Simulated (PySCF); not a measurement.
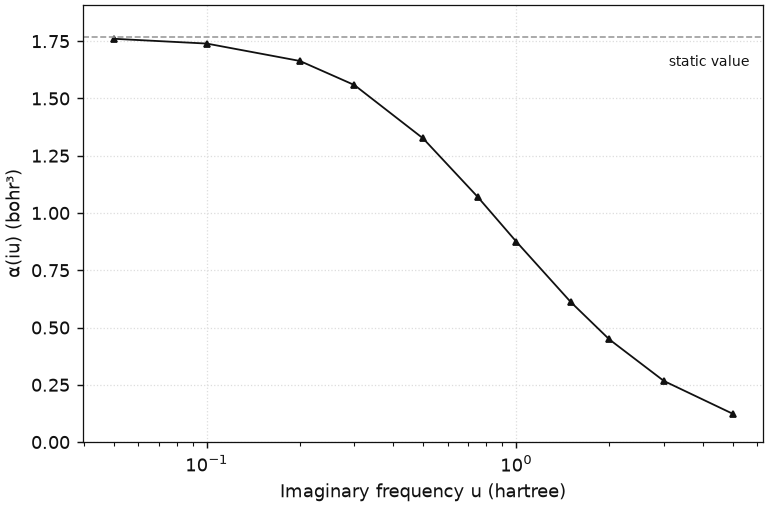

Dipole polarisability at imaginary frequency of O²⁺ ([He] 2s² 2p²). Coupled response at the TPSS level; PySCF, aug-cc-pV5Z, non-relativistic, unrestricted single determinants, no spin-orbit coupling.

What follows from the curve?

Answer. The static dipole polarisability is 1.77 bohr³; α(iu) falls to half of it near u = 0.99 hartree. The Casimir–Polder integral gives C₆ = 2.39 hartree bohr⁶ for two such species.
